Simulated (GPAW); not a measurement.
## Screening of a field by NbSi2N4 monolayer

Aim: the dipole that a field along the normal induces in NbSi2N4 monolayer.

Method: GPAW, PAW setups; layer in a repeated cell with vacuum, relaxation of atoms and in-plane cell, in the first sound run; inputs show where later runs differ, in GPAW 26.7.0.

**1. Starting point**

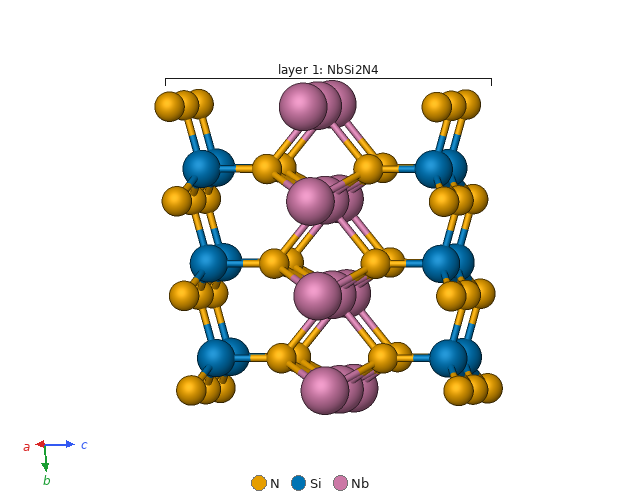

The cell as given, from the side, with the c axis across the page (nitrogen orange, silicon blue, niobium pink). 2×3×1 cells are drawn. Bonds to atoms that aren't drawn are left out. Some periodic images of atoms are drawn too.

The cell holds 7 atoms: 4 N, 2 Si and 1 Nb. Its edges and angles: a = 2.920 Å, b = 2.920 Å, c = 21.159 Å, α = 90.0°, β = 90.0°, γ = 120.0°. Vacuum lies along c.

Structure file:

```cif
data_structure
_symmetry_space_group_name_H-M 'P 1'
_symmetry_Int_Tables_number 1
_cell_length_a 2.9200
_cell_length_b 2.9200
_cell_length_c 21.1587
_cell_angle_alpha 90.000
_cell_angle_beta 90.000
_cell_angle_gamma 120.000
_cell_volume 156.24
loop_
_atom_site_label
_atom_site_type_symbol
_atom_site_fract_x
_atom_site_fract_y
_atom_site_fract_z
_atom_site_occupancy
N1 N 0.00000 0.00000 0.33083 1
Si2 Si 0.33333 0.66667 0.35302 1
N3 N 0.33333 0.66667 0.43573 1
Nb4 Nb 0.00000 0.00000 0.50000 1
N5 N 0.33333 0.66667 0.56427 1
Si6 Si 0.33333 0.66667 0.64698 1
N7 N 0.00000 0.00000 0.66917 1
```

**2. Relaxing the atoms**

Forces are removed first; all later runs use this geometry.

run.py reads:

```python
import json
import numpy as np
from ase import Atoms
from ase.filters import FrechetCellFilter
from ase.optimize import BFGS
from gpaw import GPAW, PW

slab = Atoms(
    ['N', 'Si', 'N', 'Nb', 'N', 'Si', 'N'],
    positions=[
        [0.00000, 0.00000, 7.00000],
        [-0.00000, 1.68586, 7.46943],
        [-0.00000, 1.68586, 9.21943],
        [0.00000, 0.00000, 10.57937],
        [-0.00000, 1.68586, 11.93930],
        [-0.00000, 1.68586, 13.68930],
        [0.00000, 0.00000, 14.15873]],
    cell=[[2.92, 0.0, 0.0], [-1.46, 2.52879, 0.0], [0.0, 0.0, 21.1587]],
    pbc=[True, True, True],
    magmoms=[0.0, 0.0, 0.0, 1.0, 0.0, 0.0, 0.0])

slab.calc = GPAW(mode=PW(600), xc='PBE', kpts={'size': (12, 12, 1), 'gamma': True},
                 occupations={'name': 'fermi-dirac', 'width': 0.05}, nbands='200%',
                 convergence={'density': 1e-05}, maxiter=200,
                 symmetry={'tolerance': 1e-3}, txt='slab.txt')
result = {}
# The in-plane cell is free; stress needs a cell that repeats along all three vectors
path = []
opt = BFGS(FrechetCellFilter(slab, mask=[1, 1, 0, 0, 0, 1]), maxstep=0.2)
opt.attach(lambda: path.append((slab.get_potential_energy(), slab.positions.tolist(), slab.get_forces().tolist())))
result['relaxed'] = bool(opt.run(fmax=0.02, steps=45))
result['path'] = path
result['cell'] = slab.cell.tolist()
print('in-plane lattice', slab.cell.cellpar().round(4)[[0, 1, 5]])
energy = slab.get_potential_energy()
fermi = slab.calc.get_fermi_level()
v = slab.calc.get_electrostatic_potential().mean((0, 1)) - fermi
n = slab.calc.get_pseudo_density().mean((0, 1))
L = slab.cell[2, 2]
z = np.arange(len(v)) * L / len(v)
low, high = slab.positions[:, 2].min(), slab.positions[:, 2].max()
below, above = np.interp([low - 4.8, high + 4.8], z, v)
slopes = [np.interp(x, z, np.gradient(v, z)) for x in (low - 4.8, high + 4.8)]
eps = np.array([[slab.calc.get_eigenvalues(k, s) for k in range(len(slab.calc.get_ibz_k_points()))]
                for s in range(slab.calc.get_number_of_spins())]) - fermi
top, bottom = eps[eps < 0].max(), eps[eps > 0].min()
dipole = slab.get_dipole_moment()[2]
print(f'energy {energy:.4f} eV, Fermi level {fermi:.4f} eV, dipole {dipole:.5f} e A')
print(f'potential 4.8 A off the faces, from the Fermi level: lower {below:.4f} eV, upper {above:.4f} eV')
print(f'slope of the potential there: lower {slopes[0]:.5f}, upper {slopes[1]:.5f} eV/A')
print(f'nearest levels on the mesh: {top:.4f} and {bottom:.4f} eV')
print('magnetic moment', round(slab.get_magnetic_moment(), 3))
result.update(energy=energy, fermi=fermi, dipole=dipole, below=below, above=above, slopes=slopes, edges=[top, bottom],
              z=z.tolist(), v=v.tolist(), n=n.tolist(), positions=slab.positions.tolist(),
              forces=slab.get_forces(apply_constraint=False).tolist(), moments=slab.get_magnetic_moments().tolist())
json.dump(result, open('result.json', 'w'))
```

Launch:

```sh
> OMP_NUM_THREADS=1 OPENBLAS_NUM_THREADS=1 python run.py
```

The program printed:

```text
Step          Energy          fmax
BFGS:    0      -60.254100        2.076995
BFGS:    1      -60.385740        1.086113
BFGS:    2      -60.474592        0.297631
BFGS:    3      -60.481174        0.326010
BFGS:    4      -60.511788        0.373885
BFGS:    5      -60.527263        0.302715
BFGS:    6      -60.534862        0.095541
BFGS:    7      -60.535753        0.043132
BFGS:    8      -60.536836        0.038460
BFGS:    9      -60.539394        0.025918
BFGS:   10      -60.542181        0.021299
BFGS:   11      -60.543146        0.006488
in-plane lattice [  2.9365   2.9365 120.    ]
energy -60.5372 eV, Fermi level 1.3396 eV, dipole 0.00056 e A
potential 4.8 A off the faces, from the Fermi level: lower 5.5130 eV, upper 5.5101 eV
slope of the potential there: lower -0.00008, upper 0.00140 eV/A
nearest levels on the mesh: -0.0293 and 0.0593 eV
magnetic moment 0.865
```

The job ended after 24 min (1 thread of Intel Xeon Platinum 8375C at 2.90GHz (Ice Lake), shared host; peak memory 0.75 GiB).

This step gave:

```
dipole along the normal                    : 5.60e-4 e·Å
levels nearest the Fermi level on the mesh : -0.02930, 0.05926 eV from the Fermi level
site moments                               : 0.004043, 0.009108, 0.002488, 0.5444, 0.002488, 0.009108, 0.004043 μB
sum of the site moments                    : 0.5757 μB
```

The electrostatic potential energy of an electron (without an applied field's), less the Fermi level, planar mean oscillates, so the rows of the table below give means over windows of 1.06 Å about each position, cut where the curve ends. Its maxima inside the range that stand out by 2 % of the span (Å: eV): 8.6: 0.296, 9.7: -7.77, 11.5: -7.78, 12.5: 0.292. Its minima: 7.1: -22.8, 9.3: -12.5, 10.6: -27.2, 11.8: -12.5, 14.0: -22.8.

Table of electrostatic potential energy of an electron (without an applied field's), less the Fermi level, planar mean by z; means over each step:

| z (Å) | electrostatic potential energy of an electron (without an applied field's), less the Fermi level, planar mean (eV) |
| --- | --- |
| 0.53 | 5.51 |
| 1.59 | 5.51 |
| 2.65 | 5.51 |
| 3.71 | 5.51 |
| 4.77 | 5.48 |
| 5.83 | 4.37 |
| 6.89 | -13.3 |
| 7.95 | -11.3 |
| 9.01 | -5.33 |
| 10.07 | -15.8 |
| 11.13 | -15.1 |
| 12.19 | -4.98 |
| 13.25 | -12.2 |
| 14.31 | -12.4 |
| 15.37 | 4.50 |
| 16.43 | 5.47 |
| 17.49 | 5.51 |
| 18.55 | 5.51 |
| 19.61 | 5.51 |
| 20.67 | 5.51 |

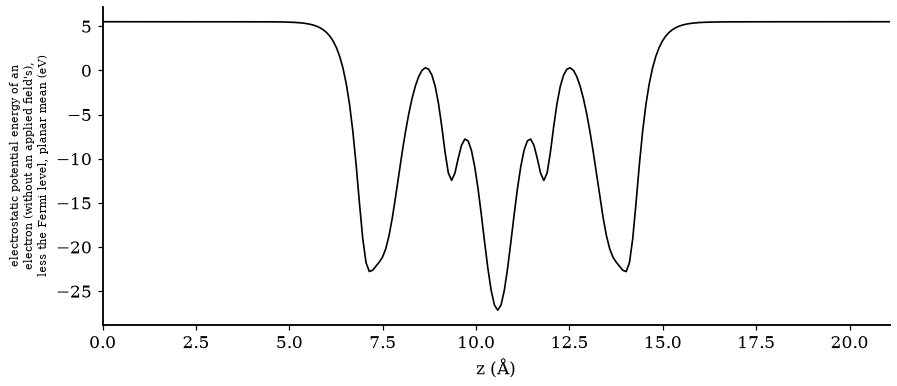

Electrostatic potential energy of an electron (without an applied field's), less the Fermi level, planar mean against z.

The pseudo valence density, planar mean oscillates, so the rows of the table below give means over windows of 1 Å about each position, cut where the curve ends. Its maxima inside the range that stand out by 2 % of the span (Å: e/Å³): 7.1: 0.859, 9.5: 0.761, 10.6: 1.60, 11.6: 0.761, 14.1: 0.859. Its minima: 8.3: 0.240, 9.9: 0.661, 11.3: 0.661, 12.9: 0.240.

Pseudo valence density, planar mean against z; means over each step:

```csv
z (Å),"pseudo valence density, planar mean (e/Å³)"
3,7.4e-6
4,1.7e-4
5,0.00438
6,0.119
7,0.709
8,0.329
9,0.552
10,0.912
11,1.04
12,0.621
13,0.294
14,0.714
15,0.192
16,0.00729
17,2.9e-4
18,1.2e-5
```

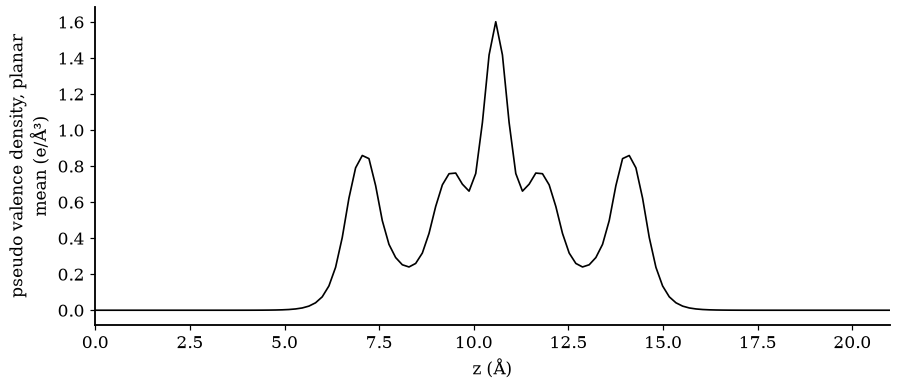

Pseudo valence density, planar mean, plotted against z.

Site moment by atom:

| atom | site moment (μB) |
| --- | --- |
| N1 | 0.004 |
| Si2 | 0.009 |
| N3 | 0.002 |
| Nb4 | 0.544 |
| N5 | 0.002 |
| Si6 | 0.009 |
| N7 | 0.004 |

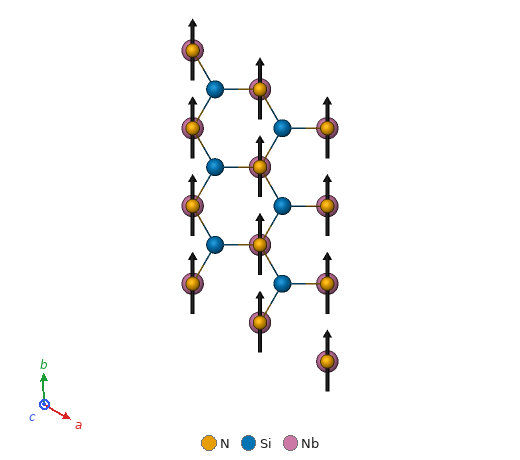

Site moment as arrows, the longest 0.544 μB. Up and down stand for the sign. Arrows give size and sign along the axis of quantisation, drawn up and down the page. Bonds to atoms that aren't drawn are left out. 2×3×1 cells are drawn. Some periodic images of atoms are drawn too.

The relaxation lowered the energy of the cell by 0.287 eV (energies extrapolated to zero smearing; the optimiser's log prints free energies). The largest force left on a free atom is 0.0065 eV/Å.

**3. The slab's potential**

The work function is the vacuum plateau of the electrostatic potential less the Fermi level; a dipole layer lets the two faces have plateaus of their own.

This step: GPAW, PAW setups; slab in vacuum (GPAW 26.7.0).

The cell differs from the one that the last finished run ended in (c 21.159 → 21.084 Å).

run.py reads:

```python
import json
import numpy as np
from ase import Atoms
from gpaw import GPAW, PW

slab = Atoms(
    ['N', 'Si', 'N', 'Nb', 'N', 'Si', 'N'],
    positions=[
        [-0.00000, 0.00000, 7.00000],
        [0.00000, 1.69537, 7.51911],
        [0.00000, 1.69537, 9.27857],
        [-0.00000, -0.00000, 10.54175],
        [0.00000, 1.69537, 11.80491],
        [0.00000, 1.69537, 13.56437],
        [-0.00000, 0.00000, 14.08348]],
    cell=[[2.93648, 0.0, 0.0], [-1.46824, 2.54306, 0.0], [0.0, 0.0, 21.0835]],
    pbc=[True, True, False],
    magmoms=[0.0, 0.0, 0.0, 1.0, 0.0, 0.0, 0.0])

slab.calc = GPAW(mode=PW(500), xc='PBE', kpts={'size': (12, 12, 1), 'gamma': True},
                 occupations={'name': 'fermi-dirac', 'width': 0.05}, nbands='200%',
                 convergence={'density': 1e-05}, maxiter=200,
                 poissonsolver={'dipolelayer': 'xy'},
                 symmetry={'tolerance': 1e-3}, txt='slab.txt')
result = {}
energy = slab.get_potential_energy()
fermi = slab.calc.get_fermi_level()
v = slab.calc.get_electrostatic_potential().mean((0, 1)) - fermi
n = slab.calc.get_pseudo_density().mean((0, 1))
L = slab.cell[2, 2]
z = np.arange(len(v)) * L / len(v)
low, high = slab.positions[:, 2].min(), slab.positions[:, 2].max()
below, above = np.interp([low - 4.8, high + 4.8], z, v)
slopes = [np.interp(x, z, np.gradient(v, z)) for x in (low - 4.8, high + 4.8)]
eps = np.array([[slab.calc.get_eigenvalues(k, s) for k in range(len(slab.calc.get_ibz_k_points()))]
                for s in range(slab.calc.get_number_of_spins())]) - fermi
top, bottom = eps[eps < 0].max(), eps[eps > 0].min()
dipole = slab.get_dipole_moment()[2]
print(f'energy {energy:.4f} eV, Fermi level {fermi:.4f} eV, dipole {dipole:.5f} e A')
print(f'potential 4.8 A off the faces, from the Fermi level: lower {below:.4f} eV, upper {above:.4f} eV')
print(f'slope of the potential there: lower {slopes[0]:.5f}, upper {slopes[1]:.5f} eV/A')
print(f'nearest levels on the mesh: {top:.4f} and {bottom:.4f} eV')
print('magnetic moment', round(slab.get_magnetic_moment(), 3))
result.update(energy=energy, fermi=fermi, dipole=dipole, below=below, above=above, slopes=slopes, edges=[top, bottom],
              z=z.tolist(), v=v.tolist(), n=n.tolist(), positions=slab.positions.tolist(),
              forces=slab.get_forces(apply_constraint=False).tolist(), moments=slab.get_magnetic_moments().tolist())
json.dump(result, open('result.json', 'w'))
```

The program printed:

```text
energy -58.7947 eV, Fermi level 1.3831 eV, dipole -0.00029 e A
potential 4.8 A off the faces, from the Fermi level: lower 5.4959 eV, upper 5.5028 eV
slope of the potential there: lower -0.00098, upper 0.00098 eV/A
nearest levels on the mesh: -0.0260 and 0.0584 eV
magnetic moment 0.863
```

The job ended after 89 s (1 thread; peak memory 0.33 GiB).

Numbers from this step:

```yaml
dipole_along_the_normal: -2.95e-4 e·Å
levels_nearest_the_fermi_level_on_the_mesh: -0.02603, 0.05835 eV from the Fermi level
upper_work_function: 5.503 eV
lower_work_function: 5.496 eV
site_moments: 0.004021, 0.009180, 0.002477, 0.5426, 0.002477, 0.009180, 0.004021 μB
sum_of_the_site_moments: 0.5740 μB
```

The electrostatic potential energy of an electron (without an applied field's), less the Fermi level, planar mean oscillates, so the rows of the table below give means over windows of 1.04 Å about each position, cut where the curve ends. Its maxima inside the range that stand out by 2 % of the span (Å: eV): 8.7: 0.229, 9.7: -7.76, 11.4: -7.76, 12.4: 0.231. Its minima: 7.2: -22.8, 9.3: -12.5, 10.5: -27.2, 11.8: -12.5, 13.9: -22.8.

The electrostatic potential energy of an electron (without an applied field's), less the Fermi level, planar mean by z; means over each step:

| z (Å) | electrostatic potential energy of an electron (without an applied field's), less the Fermi level, planar mean (eV) |
| --- | --- |
| 0.52 | 5.50 |
| 1.56 | 5.50 |
| 2.60 | 5.50 |
| 3.64 | 5.49 |
| 4.68 | 5.46 |
| 5.72 | 4.59 |
| 6.76 | -11.3 |
| 7.80 | -13.6 |
| 8.84 | -4.13 |
| 9.88 | -13.5 |
| 10.92 | -18.0 |
| 11.96 | -6.64 |
| 13.00 | -7.95 |
| 14.04 | -17.1 |
| 15.08 | 3.21 |
| 16.12 | 5.42 |
| 17.16 | 5.50 |
| 18.20 | 5.50 |
| 19.24 | 5.50 |
| 20.28 | 5.50 |

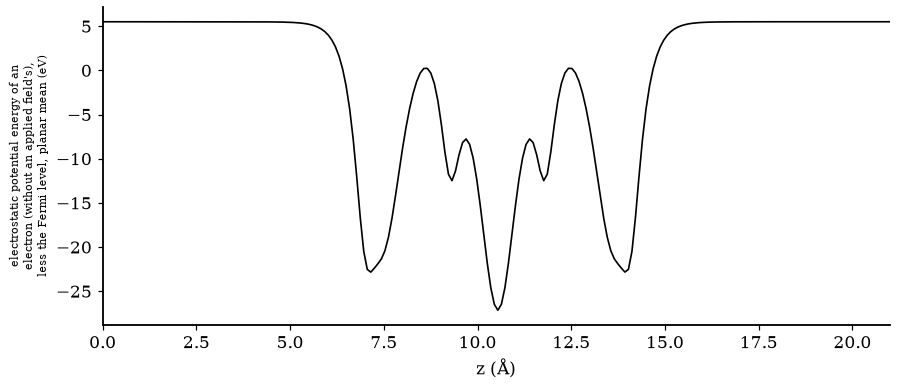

Electrostatic potential energy of an electron (without an applied field's), less the Fermi level, planar mean against z.

The pseudo valence density, planar mean oscillates, so the rows of the table below give means over windows of 2 Å about each position, cut where the curve ends. Its maxima inside the range that stand out by 2 % of the span (Å: e/Å³): 7.2: 0.854, 9.4: 0.766, 10.5: 1.60, 11.7: 0.766, 13.9: 0.854. Its minima: 8.3: 0.242, 9.8: 0.662, 11.3: 0.662, 12.8: 0.242.

Pseudo valence density, planar mean against z; means over each step:

```csv
z (Å),"pseudo valence density, planar mean (e/Å³)"
2,2.6e-6
4,5.2e-4
6,0.239
8,0.453
10,0.969
12,0.551
14,0.514
16,0.0184
18,2.9e-5
```

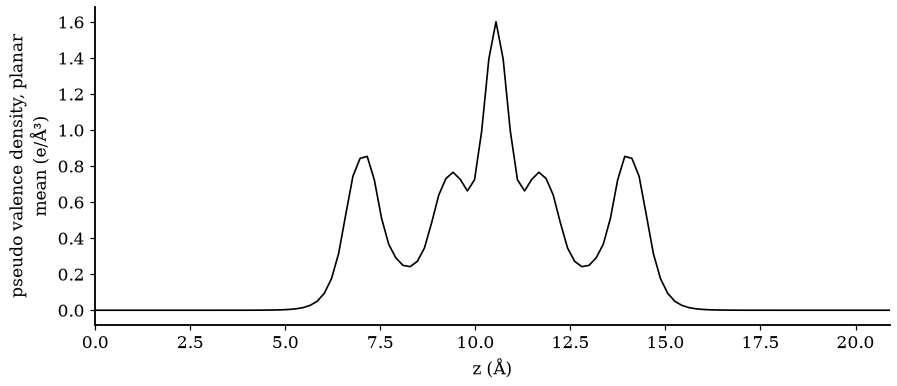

Pseudo valence density, planar mean against z.

Force by atom:

| atom | x (eV/Å) | y (eV/Å) | z (eV/Å) | size |
| --- | --- | --- | --- | --- |
| N1 | 0.000 | 0.000 | -0.185 | 0.185 |
| Si2 | 0.000 | 0.000 | 0.029 | 0.029 |
| N3 | 0.000 | 0.000 | 0.040 | 0.040 |
| Nb4 | 0.000 | 0.000 | 0.000 | 0.000 |
| N5 | 0.000 | 0.000 | -0.040 | 0.040 |
| Si6 | 0.000 | 0.000 | -0.029 | 0.029 |
| N7 | 0.000 | 0.000 | 0.185 | 0.185 |

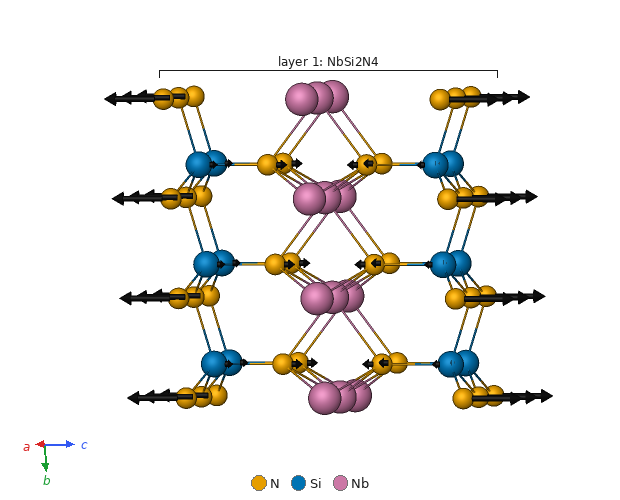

Force as arrows, the longest 0.185 eV/Å. Bonds to atoms that aren't drawn are left out. 2×3×1 cells are drawn. Some periodic images of atoms are drawn too.

The potential is flat to 9.8e-4 eV/Å where it is read, so the vacuum is wide enough.

**4. In a field**

A uniform field along the normal polarises the slab; the atoms stay fixed, so this is the electronic response alone.

Changes to run.py since step 3:

```diff
@@ -4,2 +4,3 @@
 from gpaw import GPAW, PW
+from gpaw.external import ConstantElectricField
 
@@ -23,2 +24,3 @@
                  poissonsolver={'dipolelayer': 'xy'},
+                 external=ConstantElectricField(-0.2, [0, 0, 1]),
                  symmetry={'tolerance': 1e-3}, txt='slab.txt')
```

The program printed:

```text
energy -58.8014 eV, Fermi level 1.3822 eV, dipole -0.06625 e A
potential 4.8 A off the faces, from the Fermi level: lower 4.6984 eV, upper 6.3037 eV
slope of the potential there: lower -0.00097, upper 0.00100 eV/A
nearest levels on the mesh: -0.0259 and 0.0583 eV
magnetic moment 0.863
```

The job ended after 4.7 min (1 thread; peak memory 0.74 GiB).

Numbers from this step:

| Quantity | Value |
| --- | --- |
| dipole along the normal | -0.06625 e·Å |
| levels nearest the Fermi level on the mesh | -0.02589, 0.05828 eV from the Fermi level |
| site moments | 0.004269, 0.009196, 0.002824, 0.5425, 0.002147, 0.009152, 0.003796 μB |
| sum of the site moments | 0.5739 μB |
| potential below the slab, the applied field's own ramp left out | 4.698 eV from the Fermi level |
| potential above the slab, the applied field's own ramp left out | 6.304 eV from the Fermi level |

The electrostatic potential energy of an electron (without an applied field's), less the Fermi level, planar mean oscillates, so the rows of the table below give means over windows of 1.04 Å about each position, cut where the curve ends. Its maxima inside the range that stand out by 2 % of the span (Å: eV): 8.7: -0.120, 9.7: -7.92, 11.4: -7.60, 12.4: 0.580. Its minima: 7.2: -23.4, 9.3: -12.7, 10.5: -27.2, 11.8: -12.3, 13.9: -22.2.

Electrostatic potential energy of an electron (without an applied field's), less the Fermi level, planar mean against z; means over each step:

```csv
z (Å),"electrostatic potential energy of an electron (without an applied field's), less the Fermi level, planar mean (eV)"
0.52,4.85
1.56,4.70
2.60,4.70
3.64,4.70
4.68,4.67
5.72,3.82
6.76,-12.0
7.80,-14.1
8.84,-4.44
9.88,-13.6
10.92,-17.9
11.96,-6.37
13.00,-7.51
14.04,-16.5
15.08,3.96
16.12,6.22
17.16,6.30
18.20,6.30
19.24,6.30
20.28,6.29
```

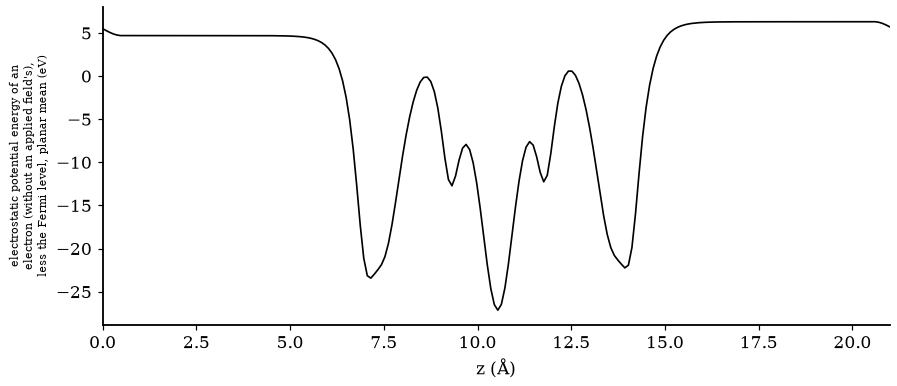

Electrostatic potential energy of an electron (without an applied field's), less the Fermi level, planar mean, plotted against z.

Force by atom:

```
atom  x (eV/Å)  y (eV/Å)  z (eV/Å)   size
  N1     0.000     0.000    -0.113  0.113
 Si2     0.000     0.000    -0.094  0.094
  N3    -0.001     0.000     0.124  0.124
 Nb4     0.000     0.000    -0.063  0.063
  N5    -0.001     0.000     0.044  0.044
 Si6     0.000     0.000    -0.153  0.153
  N7     0.000     0.000     0.258  0.258
```

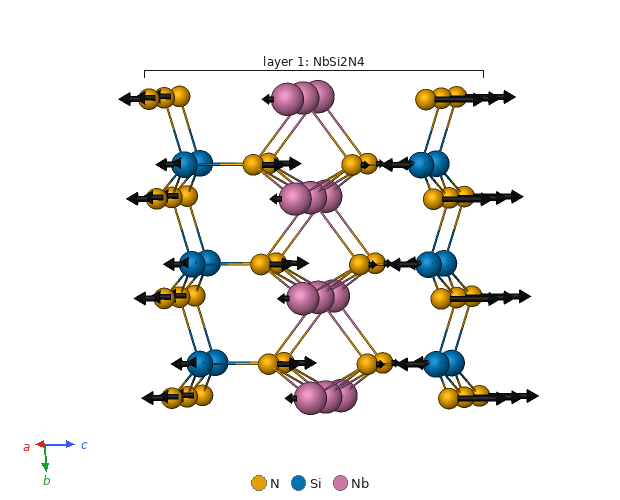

Force as arrows, the longest 0.258 eV/Å. Bonds to atoms that aren't drawn are left out. 2×3×1 cells are drawn. Some periodic images of atoms are drawn too.

The dipole is now -0.0663 e Å, against -2.9e-4 in the run without a field.

(Continued in part 2 of 2.)

[Logs are printed without paths, hosts, clocks, repeated set-up lines and the standing remarks that a program may print on its own settings, such as how far it seeks lower states.]

[Hosts, paths, dates, database ids (printed as entryN), source tags and the programs' standing remarks are cut or masked in the printed files.]
